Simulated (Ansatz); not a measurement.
```yaml
atoms:
  - { symbol: H, position_ang: [0.4349, -0.5859, 0.3280] }
  - { symbol: Sn, position_ang: [0.5538, 0.7099, 1.4295] }
  - { symbol: C, position_ang: [-0.6646, -0.9053, -1.7538] }
  - { symbol: H, position_ang: [1.5085, 0.3208, 2.7988] }
  - { symbol: H, position_ang: [-1.0183, 1.1399, 1.9478] }
  - { symbol: H, position_ang: [1.2409, 2.0568, 0.6313] }
  - { symbol: H, position_ang: [-0.6237, 0.1518, -2.0126] }
  - { symbol: H, position_ang: [0.1255, -1.5752, -2.0887] }
  - { symbol: H, position_ang: [-1.5572, -1.3128, -1.2804] }
```

Core potentials replace the inner electrons of Sn.

The calculation used Ansatz, UKS r2SCANh/def2-SVP.

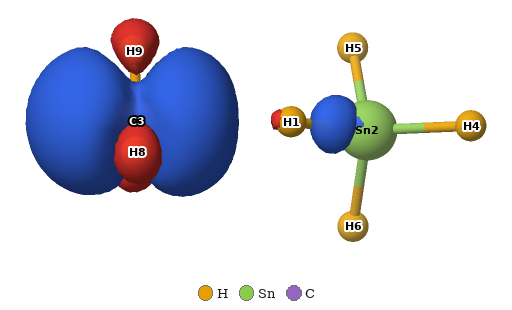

H4Sn···CH3 (doublet). Isosurfaces of the spin density at +0.015 (blue) and −0.015 e/Å³ (red), seen at a tilt.

> Where is the unpaired spin?

The unpaired spin (1 electron) lies mostly on C3 (about 0.8), in electrons by Hirshfeld's partition.
